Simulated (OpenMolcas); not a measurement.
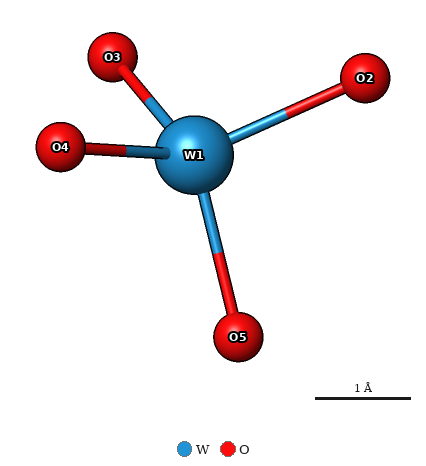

The input geometry (ball-and-stick view, seen at a tilt; atoms are numbered from 1 in the order of the input). Sticks mark near contacts. Bond lengths as drawn: O–W 1.97 to 1.98 Å.

## WO4 (charge −3): single-point calculation (part 1 of 2)

- system: WO4, charge −3, multiplicity 2
- method: NEVPT2/ANO-RCC-VDZ, DKH2 (OpenMolcas 26.06)

The geometry comes from this level: GFN2-xTB.

Log:
```
--- Start Module: gateway ---

                                              &GATEWAY

                       available to each process: 1.9 GB of memory, 1 thread

++    Symmetry information:
      ---------------------

                    Character Table for C1

                             E
                    a        1  x, y, xy, Rz, z, xz, Ry, yz, Rx, I
--

++    Basis set information:
      ----------------------

      Basis set label: W.ANO-RCC...7S6P4D2F.

      Electronic valence basis set:
      ------------------
      Associated Effective Charge  74.000000 au
      Associated Actual Charge     74.000000 au
      Nuclear Model: Point charge

      Shell  nPrim  nBasis  Cartesian Spherical Contaminant
         s      24       7        X
         p      21       6        X
         d      15       4                 X
         f      11       2                 X

      Basis set label: O.ANO-RCC...3S2P.

      Electronic valence basis set:
      ------------------
      Associated Effective Charge   8.000000 au
      Associated Actual Charge      8.000000 au
      Nuclear Model: Point charge

      Shell  nPrim  nBasis  Cartesian Spherical Contaminant
         s      14       3        X
         p       9       2        X
--

++    Molecular structure info:
      -------------------------

                    ************************************************
                    **** Cartesian Coordinates / bohr, angstrom ****
                    ************************************************

     Center  Label                x              y              z                     x              y              z
        1      W1               0.002646      -0.004214      -0.003798              0.001400      -0.002230      -0.002010
        2      O2               0.342475      -0.584832       3.666409              0.181230      -0.309480       1.940180
        3      O3               3.560887       0.568619      -0.936340              1.884340       0.300900      -0.495490
        4      O4              -1.641964       2.835383      -1.793898             -0.868890       1.500420      -0.949290
        5      O5              -2.264062      -2.814936      -0.932353             -1.198090      -1.489600      -0.493380

                    ***************************************
                    *    InterNuclear Distances / bohr    *
                    ***************************************

               1 W1            2 O2            3 O3            4 O4            5 O5
    1 W1       0.000000
    2 O2       3.731357        0.000000
    3 O3       3.722748        5.733578        0.000000
    4 O4       3.737982        6.741723        5.739624        0.000000
    5 O5       3.728315        5.737247        6.736355        5.749380        0.000000

                    *******************************************
                    *    InterNuclear Distances / angstrom    *
                    *******************************************

               1 W1            2 O2            3 O3            4 O4            5 O5
    1 W1       0.000000
    2 O2       1.974549        0.000000
    3 O3       1.969993        3.034079        0.000000
    4 O4       1.978055        3.567566        3.037278        0.000000
    5 O5       1.972939        3.036021        3.564726        3.042441        0.000000
--

            Nuclear Potential Energy            698.43032657 au

--- Stop Module: gateway /rc=_RC_ALL_IS_WELL_ ---
--- Module gateway spent 20 seconds ---

--- Start Module: seward ---

                                              &SEWARD

                       available to each process: 1.9 GB of memory, 1 thread

               SEWARD will generate:
                  Multipole Moment integrals up to order  2
                  Kinetic Energy integrals
                  Nuclear Attraction integrals (point charge)
                  One-Electron Hamiltonian integrals
                  Velocity integrals
                  Relativistic Douglas-Kroll-Hess integrals:
                    - Parametrization         : EXP
                    - DKH order of Hamiltonian: 2
                    - DKH order of Properties : 0
                         - multipole moment operators
                         - electric potential operators
                         - contact operators
                  Orbital angular momentum around (  0.0018  -0.0029  -0.0026 )
                  Velocity quadrupole around (  0.0018  -0.0029  -0.0026 )
                  Atomic mean-field integrals
                  RI decomposed two-electron repulsion integrals stored Cholesky style
                   - acCD auxiliary basis
                   - CD Threshold:   1.00E-04

                   Integrals are discarded if absolute value <: 1.00E-14
                   Integral cutoff threshold is set to       <: 1.00E-16

            Nuclear Potential Energy            698.43032657 au

      Basis set specifications :
      Symmetry species         a
      Basis functions           95

--- Stop Module: seward /rc=_RC_ALL_IS_WELL_ ---
--- Module seward spent 5 seconds ---

--- Start Module: rasscf ---

                                              &RASSCF

                       available to each process: 1.9 GB of memory, 1 thread

      Header of the ONEINT file:
      --------------------------

      OrdInt status: non-squared

      Cartesian coordinates in angstrom:
      -----------------------------------------------------
      No.  Label        X            Y            Z
      -----------------------------------------------------
       1   W1         0.00140000  -0.00223000  -0.00201000
       2   O2         0.18123000  -0.30948000   1.94018000
       3   O3         1.88434000   0.30090000  -0.49549000
       4   O4        -0.86889000   1.50042000  -0.94929000
       5   O5        -1.19809000  -1.48960000  -0.49338000
      -----------------------------------------------------
      Nuclear repulsion energy =  698.43032657

++    Wave function specifications:
      -----------------------------

      Number of closed shell electrons         104
      Number of electrons in active shells       5
      Max number of holes in RAS1 space          0
      Max nr of electrons in RAS3 space          0
      Number of inactive orbitals               52
      Number of active orbitals                  7
      Number of secondary orbitals              36
      Spin quantum number                      0.5
      State symmetry                             1
--

++    Orbital specifications:
      -----------------------

      Symmetry species                           1
                                                 a
      Frozen orbitals                            0
      Inactive orbitals                         52
      Active orbitals                            7
      RAS1 orbitals                              0
      RAS2 orbitals                              7
      RAS3 orbitals                              0
      Secondary orbitals                        36
      Deleted orbitals                           0
      Number of basis functions                 95
--

++    CI expansion specifications:
      ----------------------------

      Number of CSFs                           490
      Number of determinants                   735
      Number of root(s) required                 1
      Root chosen for geometry opt.              1
      CI root used                               1

      highest root included in the CI            1
      max. size of the explicit Hamiltonian    200
--

++    Optimization specifications:
      ----------------------------

      RASSCF algorithm: LK RI/DF
      Maximum number of macro iterations       200
      Maximum number of SX iterations          100
      Threshold for RASSCF energy            1.000E-08
      Threshold for max MO rotation          1.000E-01
      Threshold for max BLB element          1.000E-04
      Level shift parameter                  5.000E-01
      Make Quasi-Newton update
--

      The MO-coefficients are taken from the file:
      step2.RasOrb
      Title: RASSCF average (pseudo-natural) orbitals

      Total molecular charge   -3.00

      ************************************************************************************************************************
      *                                            Wave function control section                                             *
      ************************************************************************************************************************

                                         RASSCF iterations: Energy and convergence statistics
                                         ----------------------------------------------------

          iter iter root      energy       change     param      element    value   shift minimum  type update hh:mm:ss
 Nr of preliminary CI iterations:   5
      Total energies have been shifted. Add               -16000.00 au
        1   1   68    1  -426.78909029    0.00E+00  -1.16E-01*  53  66 1  2.23E-02*  0.24   0.00    SX    NO    0:00:00
        2   4   53    1  -426.80726283   -1.82E-02* -1.12E-01*  39  82 1 -1.44E-02*  0.23   0.00    SX    NO    0:00:00
        3   4   25    1  -426.81469943   -7.44E-03* -1.28E-01*  43  60 1  1.42E-02*  0.23   0.00    SX    NO    0:00:00
        4   4   25    1  -426.82012140   -5.42E-03*  1.40E-01*  43  60 1  6.27E-03*  0.22   0.00    SX    NO    0:00:00
        5   4   35    1  -426.82355370   -3.43E-03*  2.31E-01*  43  60 1  9.28E-03*  0.22   2.50    QN   YES    0:00:00
        6   4   26    1  -426.82743246   -3.88E-03*  1.43E-01*  53  66 1  6.13E-03*  0.22   1.45    QN   YES    0:00:00
        7   4   26    1  -426.82870887   -1.28E-03*  1.08E-01*  53  74 1 -4.71E-03*  0.22   1.58    QN   YES    0:00:00
        8   4   23    1  -426.82942896   -7.20E-04*  5.91E-02   54  70 1  3.38E-03*  0.22   1.37    QN   YES    0:00:00
        9   4   23    1  -426.82982819   -3.99E-04*  6.08E-02   33  93 1 -2.08E-03*  0.22   1.62    QN   YES    0:00:00
       10   4   24    1  -426.83019294   -3.65E-04*  6.99E-02   53  66 1 -3.31E-03*  0.21   1.48    QN   YES    0:00:00
       11   4   25    1  -426.83053464   -3.42E-04*  1.23E-01*  53  66 1 -3.91E-03*  0.21   1.97    QN   YES    0:00:00
       12   5   26    1  -426.83104504   -5.10E-04*  1.36E-01*  54  70 1 -4.84E-03*  0.19   1.73    QN   YES    0:00:00
       13   5   31    1  -426.83154238   -4.97E-04*  1.00E-01*  54  70 1 -5.80E-03*  0.16   1.43    QN   YES    0:00:00
       14   5   32    1  -426.83200879   -4.66E-04* -7.28E-02   55  70 1  5.10E-03*  0.14   1.59    QN   YES    0:00:00
       15   5   29    1  -426.83267332   -6.65E-04*  6.29E-02   55  70 1  4.13E-03*  0.13   1.63    QN   YES    0:00:00
       16   4   29    1  -426.83334096   -6.68E-04*  5.52E-02   53  66 1  4.12E-03*  0.13   1.62    QN   YES    0:00:00
       17   4   27    1  -426.83384041   -4.99E-04*  6.21E-02   53  66 1  4.33E-03*  0.14   1.69    QN   YES    0:00:00
       18   4   27    1  -426.83423354   -3.93E-04* -6.74E-02   54  70 1  3.52E-03*  0.14   1.65    QN   YES    0:00:00
       19   4   27    1  -426.83451853   -2.85E-04* -7.09E-02   54  65 1 -2.70E-03*  0.14   1.69    QN   YES    0:00:00
       20   4   27    1  -426.83472024   -2.02E-04* -6.20E-02   54  65 1 -1.48E-03*  0.14   1.61    QN   YES    0:00:00
       21   4   26    1  -426.83484247   -1.22E-04* -4.93E-02   53  66 1 -1.75E-03*  0.14   1.66    QN   YES    0:00:00
       22   4   25    1  -426.83492199   -7.95E-05* -4.09E-02   53  66 1 -1.93E-03*  0.14   1.30    QN   YES    0:00:00
       23   4   25    1  -426.83496113   -3.91E-05* -1.97E-02   53  66 1 -1.20E-03*  0.14   0.97    QN   YES    0:00:00
       24   4   23    1  -426.83498305   -2.19E-05*  6.71E-03   54  65 1  6.04E-04*  0.14   1.30    QN   YES    0:00:00
       25   3   21    1  -426.83498934   -6.29E-06*  1.92E-03   43  59 1  2.66E-04*  0.14   1.26    QN   YES    0:00:00
       26   3   19    1  -426.83499080   -1.46E-06*  2.33E-03   53  66 1  2.12E-04*  0.14   1.13    QN   YES    0:00:00
       27   4   19    1  -426.83499151   -7.04E-07*  2.98E-03   53  74 1 -1.20E-04*  0.14   1.77    QN   YES    0:00:00
       28   4   19    1  -426.83499210   -5.91E-07*  2.19E-03   45  66 1  5.96E-05   0.14   1.50    QN   YES    0:00:00
       29   4   19    1  -426.83499244   -3.47E-07*  2.85E-03   53  66 1 -8.23E-05   0.14   1.76    QN   YES    0:00:00
       30   4   18    1  -426.83499277   -3.22E-07* -2.51E-03   53  66 1 -8.64E-05   0.14   1.49    QN   YES    0:00:00
       31   4   18    1  -426.83499298   -2.17E-07* -1.59E-03   43  59 1  6.60E-05   0.14   1.49    QN   YES    0:00:00
       32   4   17    1  -426.83499312   -1.34E-07* -6.90E-04   43  59 1  4.30E-05   0.14   1.49    QN   YES    0:00:00
       33   3   16    1  -426.83499318   -6.51E-08*  5.13E-04   43  57 1 -2.78E-05   0.14   1.43    QN   YES    0:00:00
       34   3   14    1  -426.83499321   -2.61E-08*  2.68E-04   53  66 1  1.75E-05   0.14   1.38    QN   YES    0:00:00
       35   1   13    1  -426.83499322   -8.32E-09  -1.83E-04   46  58 1  1.65E-05   0.14   1.00    QN   YES    0:00:00
      Convergence after 35 iterations
       36   1   13    1  -426.83499322   -2.94E-09  -1.83E-04   54  61 1 -5.29E-06   0.14   1.00    QN   YES    0:00:00
```
